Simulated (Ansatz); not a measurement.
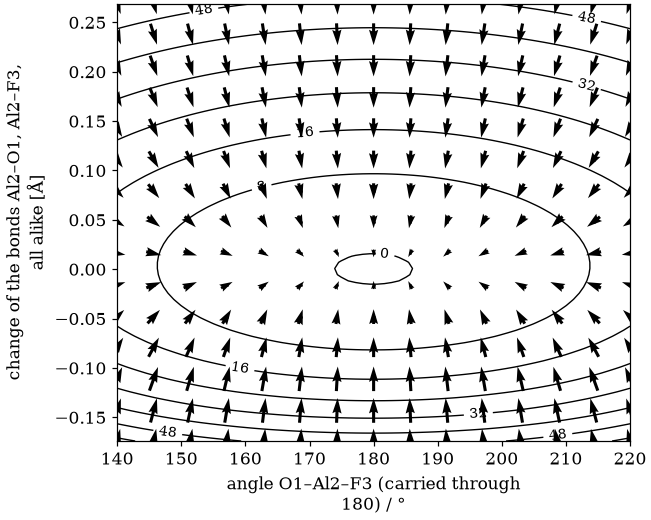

Energy landscape of AlFO, SMILES [O]=[Al][F]. First axis: angle O1–Al2–F3 (carried through 180). Second axis: change of the bonds Al2–O1, Al2–F3, all alike. Nothing is relaxed (all other coordinates rigid). The scan uses a 15 × 15 grid; 120 points were computed and 105 follow by symmetry. Points are written as (first, second). Energies are in kcal/mol, from the lowest grid point. Level of theory: Ansatz 0.2.0, RHF/def2-TZVP.

In the figure: contour lines labelled in kcal/mol, dots at the grid points, arrows along the force (downhill), their lengths compressed. Between grid points the surface is interpolated. 

### Where are the wells?

The lowest grid point is at (180.0°, 0.016 Å). It is the only kind of minimum in the scanned range. The highest grid point, (140.0°, −0.174 Å), lies 57.9 kcal/mol above the lowest. Round the minimum the two coordinates are nearly uncoupled.

Grid values (kcal/mol):

| second ↓, first → | 140.0 | 145.7 | 151.4 | 157.1 | 162.9 | 168.6 | 174.3 | 180.0 | 185.7 | 191.4 | 197.1 | 202.9 | 208.6 | 214.3 | 220.0 |
| --- | --- | --- | --- | --- | --- | --- | --- | --- | --- | --- | --- | --- | --- | --- | --- |
| 0.269 | 54.1 | 52.0 | 50.3 | 48.8 | 47.7 | 46.9 | 46.4 | 46.3 | 46.4 | 46.9 | 47.7 | 48.8 | 50.3 | 52.0 | 54.1 |
| 0.238 | 46.7 | 44.5 | 42.6 | 41.1 | 39.8 | 39.0 | 38.5 | 38.3 | 38.5 | 39.0 | 39.8 | 41.1 | 42.6 | 44.5 | 46.7 |
| 0.206 | 39.3 | 36.9 | 34.9 | 33.3 | 32.0 | 31.1 | 30.6 | 30.4 | 30.6 | 31.1 | 32.0 | 33.3 | 34.9 | 36.9 | 39.3 |
| 0.174 | 32.3 | 29.8 | 27.7 | 26.0 | 24.6 | 23.7 | 23.1 | 22.9 | 23.1 | 23.7 | 24.6 | 26.0 | 27.7 | 29.8 | 32.3 |
| 0.143 | 26.2 | 23.6 | 21.3 | 19.5 | 18.1 | 17.1 | 16.5 | 16.3 | 16.5 | 17.1 | 18.1 | 19.5 | 21.3 | 23.6 | 26.2 |
| 0.111 | 20.7 | 17.9 | 15.6 | 13.7 | 12.2 | 11.2 | 10.5 | 10.3 | 10.5 | 11.2 | 12.2 | 13.7 | 15.6 | 17.9 | 20.7 |
| 0.079 | 16.2 | 13.3 | 10.9 | 8.9 | 7.4 | 6.3 | 5.6 | 5.4 | 5.6 | 6.3 | 7.4 | 8.9 | 10.9 | 13.3 | 16.2 |
| 0.048 | 13.1 | 10.1 | 7.6 | 5.6 | 4.0 | 2.8 | 2.2 | 2.0 | 2.2 | 2.8 | 4.0 | 5.6 | 7.6 | 10.1 | 13.1 |
| 0.016 | 11.6 | 8.4 | 5.8 | 3.7 | 2.1 | 0.9 | 0.2 | 0.0 | 0.2 | 0.9 | 2.1 | 3.7 | 5.8 | 8.4 | 11.6 |
| −0.016 | 11.9 | 8.7 | 6.0 | 3.8 | 2.1 | 1.0 | 0.2 | 0.0 | 0.2 | 1.0 | 2.1 | 3.8 | 6.0 | 8.7 | 11.9 |
| −0.048 | 14.6 | 11.3 | 8.5 | 6.3 | 4.6 | 3.4 | 2.6 | 2.4 | 2.6 | 3.4 | 4.6 | 6.3 | 8.5 | 11.3 | 14.6 |
| −0.079 | 19.9 | 16.5 | 13.7 | 11.4 | 9.6 | 8.4 | 7.6 | 7.4 | 7.6 | 8.4 | 9.6 | 11.4 | 13.7 | 16.5 | 19.9 |
| −0.111 | 28.6 | 25.1 | 22.2 | 19.9 | 18.1 | 16.8 | 16.1 | 15.9 | 16.1 | 16.8 | 18.1 | 19.9 | 22.2 | 25.1 | 28.6 |
| −0.143 | 41.3 | 37.7 | 34.7 | 32.3 | 30.5 | 29.2 | 28.5 | 28.2 | 28.5 | 29.2 | 30.5 | 32.3 | 34.7 | 37.7 | 41.3 |
| −0.174 | 57.9 | 54.2 | 51.2 | 48.8 | 46.9 | 45.6 | 44.9 | 44.6 | 44.9 | 45.6 | 46.9 | 48.8 | 51.2 | 54.2 | 57.9 |

Each point was launched as `ansatz run input.yaml --threads 1 --pin off --max-ram 2560MiB --backend cpu --events-out ev --progress --plain --runs-dir out`. The whole map (120 points run) took 96 s on 1 thread of Arm Neoverse V2, with other jobs on the host.
